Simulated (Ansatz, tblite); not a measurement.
**SiH2MeBr (CH₅BrSi): spin states and exact exchange**

Aim: set other spin states of SiH2MeBr (CH₅BrSi) against its singlet, on many levels of theory.

Computed with Ansatz 0.2.0, Gaussian basis. Level: as each input shows.

Levels to be run: triplet, at the geometry of the singlet (GFN1-xTB, GFN2-xTB, PBE0-D4/def2-TZVP, PBE-D4/def2-TZVP, r2SCAN-D4/def2-TZVP); the singlet's energies come from earlier runs.

### Step 1. The structure

The singlet was relaxed beforehand with r2SCAN-D4/def2-TZVP.

8 atoms, charge 0, spin multiplicity 1.

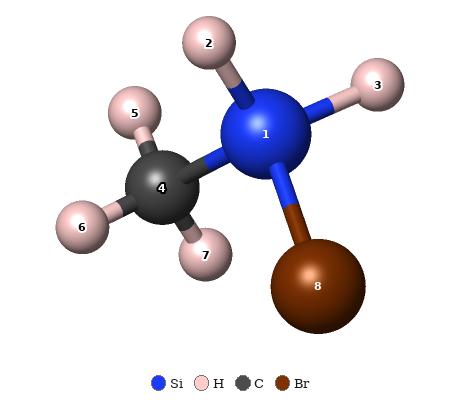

The structure; silicon blue, hydrogen pink, carbon dark grey, bromine brown; atoms are numbered from 1 in the order of the file.

### Step 2. Triplet at the fixed geometry, GFN1-xTB

Tight binding, by tblite at 300 K electronic temperature and without a spin-polarisation term:

```python
tblite.interface.Calculator('GFN1-xTB', numbers, positions, charge=0, uhf=2).singlepoint()
```

Energy -282.0169 eV; 0.004 s.

### Step 3. Triplet at the fixed geometry, GFN2-xTB

Tight binding, by tblite at 300 K electronic temperature and without a spin-polarisation term:

```python
tblite.interface.Calculator('GFN2-xTB', numbers, positions, charge=0, uhf=2).singlepoint()
```

Energy -280.8315 eV; 0.004 s.

### Step 4. Triplet at the fixed geometry, PBE0-D4/def2-TZVP

File in.yaml:

```yaml
crystal:
  periodic: [false, false, false]
  atoms:
    - {symbol: Si, position_ang: [0.461497, -0.626799, 0.334578]}
    - {symbol: H, position_ang: [0.449914, -0.682621, 1.815678]}
    - {symbol: H, position_ang: [1.860260, -0.692180, -0.151253]}
    - {symbol: C, position_ang: [-0.416045, 0.881475, -0.302428]}
    - {symbol: H, position_ang: [0.071794, 1.785667, 0.072996]}
    - {symbol: H, position_ang: [-1.457739, 0.890955, 0.024783]}
    - {symbol: H, position_ang: [-0.398450, 0.908137, -1.393832]}
    - {symbol: Br, position_ang: [-0.571231, -2.464633, -0.400512]}
basis:
  gaussian: {orbitals: def2-TZVP}
magnetization: {spin_polarized: true, initial_magnetization: 2}
hamiltonian: {xc: pbe0, dispersion: d4}
scf: {omitted_lower_state_checks: [starts]}
output: {orbitals: {seedname: orbitals}}
```

The run is started by

```bash
$ ansatz run in.yaml --threads 4 --pin off --events-out ev --progress --plain --max-ram 3916MiB
```

Output:

```text
Functional definition: PBE0
  name "PBE0"
  cite "Adamo & Barone, J. Chem. Phys. 110, 6158 (1999) doi:10.1063/1.478522"
  cite "Perdew, Burke & Ernzerhof, Phys. Rev. Lett. 77, 3865 (1996) doi:10.1103/PhysRevLett.77.3865"
  parent pbe
  parameter a = 0.25
  parameter kappa = 0.804
  parameter beta = 0.06672455060314922
  exchange = (1 - a)*pbe_x(kappa = kappa, mu = beta*pi^2/3) + a*exact_x
  correlation = pbe_c(beta = beta)
these checks for a lower state are left out or cut short: starts
1081 factors; their error is unknown
mean field evaluation 1: about -79017.8399 eV, gradient 3.7e1 eV
mean field evaluation 2: about -79002.5457 eV, gradient 5.7e1 eV
mean field evaluation 4: about -79024.7255 eV, gradient 5.0e0 eV
mean field evaluation 8: about -79024.8579 eV, gradient 1.8e-1 eV
mean field evaluation 16: about -79025.3240 eV, gradient 2.5e-3 eV
mean field evaluation 32: about -79025.3240 eV, gradient 1.9e-5 eV
mean field -79025.32395521 eV, -2904.1270900655 hartree, gradient 9.1e-6 eV, S^2 2.005324; 0 other end points of the search recorded, 0 dependent functions left out
reference -79025.32398692 eV, -2904.1270912308 hartree; 31, 29 occupied and 115, 117 virtual orbitals, 1081 factors
Total energy: -79025.45342247 eV, -2904.1318478997 hartree
Checks for a lower state left out: starts
```

Run time: 7.5 s. Hardware: 4 threads of Arm Neoverse V2, shared host; peak memory 0.6 GiB.

HOMO -2.06 eV, LUMO -6.79 eV (over both spins; with the spin held, an empty level of the minority spin lies below the top filled one); ⟨S²⟩ 2.005 (pure: 2.00).

### Step 5. Triplet at the fixed geometry, PBE-D4/def2-TZVP

start.molden holds the orbitals of an earlier run on this state, given as this run's starting guess.

in.yaml, as its differences from that of step 4:

```diff
@@ -12,5 +12,5 @@
 basis:
-  gaussian: {orbitals: def2-TZVP}
+  gaussian: {orbitals: def2-TZVP, initial_orbitals: start.molden}
 magnetization: {spin_polarized: true, initial_magnetization: 2}
-hamiltonian: {xc: pbe0, dispersion: d4}
+hamiltonian: {xc: pbe, dispersion: d4}
 scf: {omitted_lower_state_checks: [starts]}
```

Same command.

Output:

```text
Functional definition: PBE
  name "PBE"
  cite "Perdew, Burke & Ernzerhof, Phys. Rev. Lett. 77, 3865 (1996) doi:10.1103/PhysRevLett.77.3865"
  parent pbe
  parameter kappa = 0.804
  parameter beta = 0.06672455060314922
  exchange = pbe_x(kappa = kappa, mu = beta*pi^2/3)
  correlation = pbe_c(beta = beta)
these checks for a lower state are left out or cut short: starts
1028 factors; their error is unknown
mean field evaluation 1: about -79022.0509 eV, gradient 7.7e0 eV
mean field evaluation 2: about -79022.1623 eV, gradient 2.2e-1 eV
mean field evaluation 4: about -79022.1302 eV, gradient 1.2e-2 eV
mean field evaluation 8: about -79022.1300 eV, gradient 3.2e-1 eV
mean field evaluation 16: about -79022.1307 eV, gradient 9.7e-5 eV
mean field -79022.13068272 eV, -2904.0097394659 hartree, gradient 2.6e-6 eV, S^2 2.002501; 0 other end points of the search recorded, 0 dependent functions left out
reference -79022.13072525 eV, -2904.0097410290 hartree; 31, 29 occupied and 115, 117 virtual orbitals, 1028 factors
Total energy: -79022.28389792 eV, -2904.0153700207 hartree
Checks for a lower state left out: starts
```

It took 6.5 s on 4 threads of Arm Neoverse V2, shared host.

Report: HOMO -1.35 eV, LUMO -7.47 eV (over both spins; with the spin held, an empty level of the minority spin lies below the top filled one); ⟨S²⟩ 2.003 (pure: 2.00).

### Step 6. Triplet at the fixed geometry, r2SCAN-D4/def2-TZVP

in.yaml, as its differences from that of step 5:

```diff
@@ -14,3 +14,3 @@
 magnetization: {spin_polarized: true, initial_magnetization: 2}
-hamiltonian: {xc: pbe, dispersion: d4}
+hamiltonian: {xc: r2scan, dispersion: d4}
 scf: {omitted_lower_state_checks: [starts]}
```

The command is unchanged.

Output, cut to the lines that bear on the results:

```text
Functional definition: r2SCAN
  name "r2SCAN"
  cite "Furness, Kaplan, Ning, Perdew & Sun, J. Phys. Chem. Lett. 11, 8208 (2020) doi:10.1021/acs.jpclett.0c02405"
  cite "Furness, Kaplan, Ning, Perdew & Sun, J. Phys. Chem. Lett. 11, 9248 (2020) doi:10.1021/acs.jpclett.0c03077"
  parent r2scan
[...]
1028 factors; their error is unknown
[...]
mean field -79036.38434231 eV, -2904.5335517944 hartree, gradient 6.2e-6 eV, S^2 2.006819; 0 other end points of the search recorded, 0 dependent functions left out
reference -79036.38435671 eV, -2904.5335523236 hartree; 31, 29 occupied and 115, 117 virtual orbitals, 1028 factors
Total energy: -79036.41964071 eV, -2904.5348489867 hartree
Checks for a lower state left out: starts
```

Wall time 21 s (4 threads of Arm Neoverse V2, shared host).

HOMO -1.44 eV, LUMO -7.49 eV (over both spins; with the spin held, an empty level of the minority spin lies below the top filled one); ⟨S²⟩ 2.007 (pure: 2.00).

### Step 7. Triplet less singlet, vertical

The singlet's energies are those of its earlier runs, whose logs aren't repeated here.

| level | triplet less singlet, vertical (kJ/mol) | time |
| --- | --- | --- |
| GFN1-xTB | +641.3 | 0.008 s |
| GFN2-xTB | +593.9 | 0.007 s |
| PBE-D4/def2-TZVP | +598.7 | 7.6 s |
| r2SCAN-D4/def2-TZVP | +628.2 | 23 s |
| PBE0-D4/def2-TZVP | +635.4 | 9.1 s |

Times add the two runs; a level without a time comes out of a correlated run. Tight binding without a spin term can't rank spin states.

### Step 8. What came out

| quantity | value |
| --- | --- |
| triplet less singlet, vertical, functionals in def2-TZVP | +598.7 (PBE-D4) to +635.4 kJ/mol (PBE0-D4) |

In words: All functionals put the triplet above the singlet, over a spread of 36.7 kJ/mol. The checks for a lower triplet were left out, so another state of that spin may lie lower. These are electronic energies, without zero-point motion, entropy or surroundings.
